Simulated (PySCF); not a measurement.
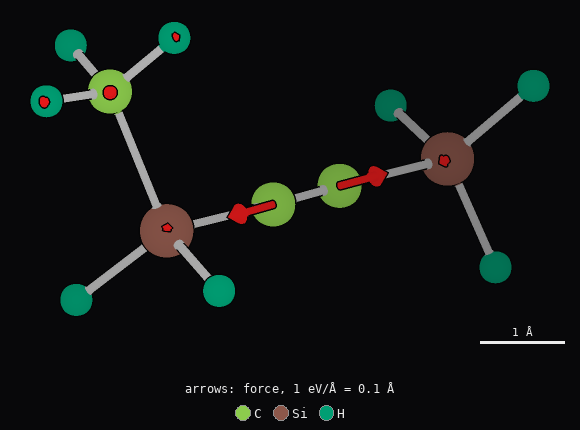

Starting geometry of C$_{3}$H$_{8}$Si$_{2}$ with the computed forces as red arrows. Style: ball-and-stick. Shown from a free direction.

The start comes from GFN2-xTB. Its atoms were then displaced at random by about 0.01 Å.

Level of theory: PBE0-D3(BJ)/def2-SVP geometry optimisation, gas phase in PySCF 2.14.0, density-fitted response routines. 

### What follows when this structure is relaxed?

It isn't relaxed: the largest force vector, on a C atom, is 8.65 eV/Å. The final displacements follow the starting forces only in part (cosine between the two patterns 0.42). Over 6 geometry steps the energy falls by 33.7 kJ/mol. The largest move after the best rigid fit is that of an H atom, 0.058 Å. Largest moves by element: H 0.058 Å, Si 0.041 Å, C 0.040 Å. Near-neighbour distances that change, for instance: C–C 1.161 → 1.225 Å, C–Si 1.885 → 1.834 Å, H–Si 1.454 → 1.492 Å, C–H 1.065 → 1.101 Å. Bond angles that change, for instance: H–C–H 106.1° → 108.4°.
